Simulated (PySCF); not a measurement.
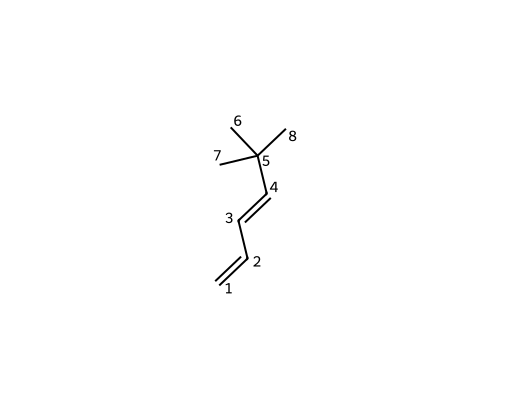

A structural formula, with wedges where it has stereocentres; small numbers name the atoms. The configuration is that of a computed structure (PBE0-D3(BJ)/def2-SVP).

Question: What are the Cahn–Ingold–Prelog descriptors?

Answer: C3=C4: E.

Question: Write the isomeric SMILES.

Answer: C=C/C=C/C(C)(C)C
